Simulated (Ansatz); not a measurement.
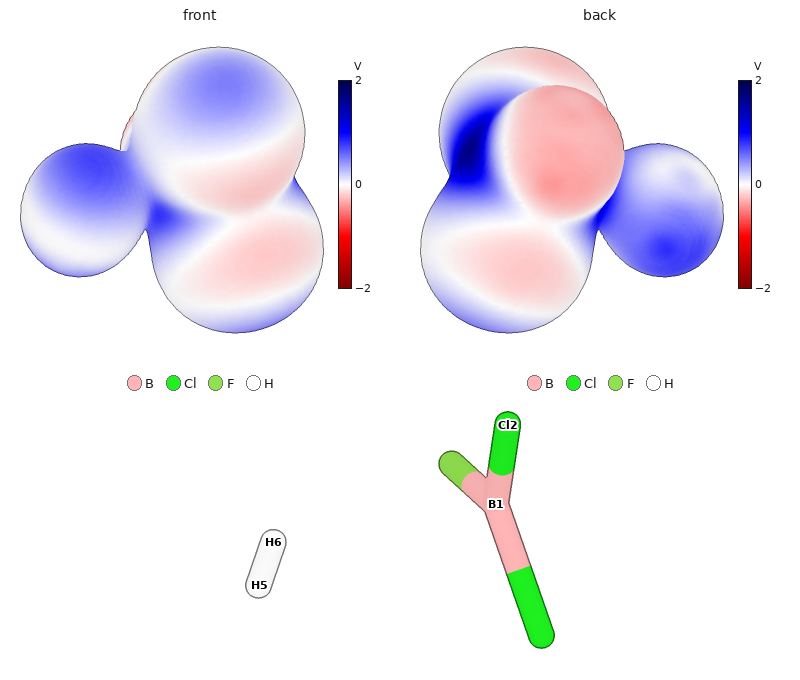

Figure. BCl2F···H2. The molecular electrostatic potential painted on the density surface at 0.002 e/bohr³, seen from the front and from behind; the colour scale runs from red (negative) to blue (positive). The bare structure is drawn below in the same view.

These are results of RKS PBE/def2-SVP in Ansatz 0.2.0, not measurements.

```xyz
6

B     0.0076    0.5622    0.0817
Cl   -0.0328    0.9398    1.7957
Cl    1.5050    0.6112   -0.8310
F    -1.1177    0.2410   -0.5373
H     0.4124   -2.6385    0.6290
H     0.2857   -2.3224    1.3183
```

Q: Describe the electrostatic potential map.

A: The most negative region (about −0.4 V, or −9 kcal/mol for a unit charge) lies over F4, the most positive (about +1.5 V, or +35 kcal/mol for a unit charge) over B1. Cl2 shows a σ-hole: about +0.5 V, or +12 kcal/mol for a unit charge at the tip opposite its bond, against about −0.1 V on its flanks. Cl3 shows a σ-hole: about +0.5 V, or +12 kcal/mol for a unit charge at the tip opposite its bond, against about −0.1 V on its flanks.
